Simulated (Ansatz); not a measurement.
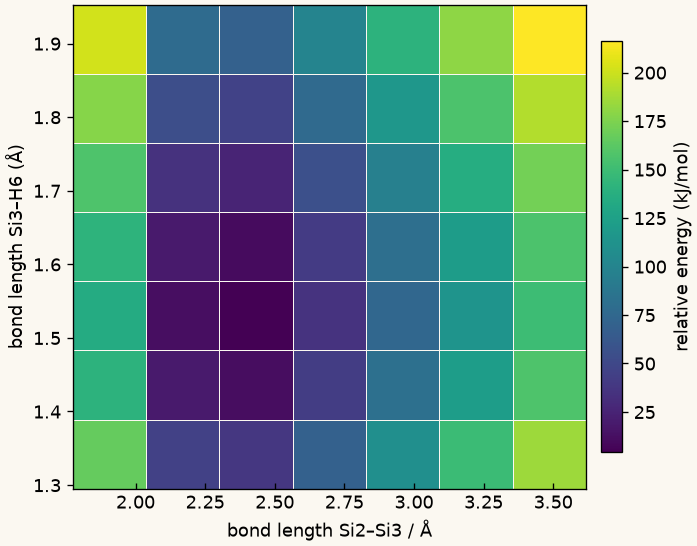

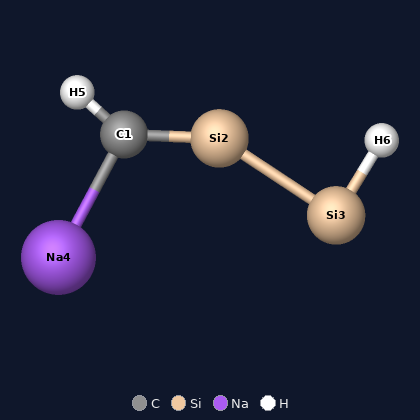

Energy landscape of CH2NaSi2, charge +1. Coordinates scanned: (1) bond length Si2–Si3; (2) bond length Si3–H6. Nothing is relaxed (all other coordinates rigid). The grid has 7 × 7 points. Points are written as (first, second). Energies are in kJ/mol, from the relaxed molecule at the same level. The reference is spin-restricted, which grows unreliable where a bond is stretched far. All numbers below come from RKS PBE0-D4/def2-SVP (Ansatz).

In the figure: one coloured cell a grid point. The second picture is the structure at the lowest point.

### Where are the wells?

The lowest grid point is at (2.432 Å, 1.530 Å), 4.1 kJ/mol from the relaxed molecule at the same level. The bottom of the well lies between grid points, at about (2.318 Å, 1.525 Å), about 4.3 kJ/mol lower on the interpolated surface. It is the only kind of minimum in the scanned range. The highest grid point, (3.486 Å, 1.906 Å), lies 212 kJ/mol above the lowest. Round the minimum the two coordinates are nearly uncoupled.

Time for the 49 points that were run: 19 min on 1 thread of Intel(R) Xeon(R) Processor @ 2.50GHz (Skylake/Cascade Lake) (shared host).
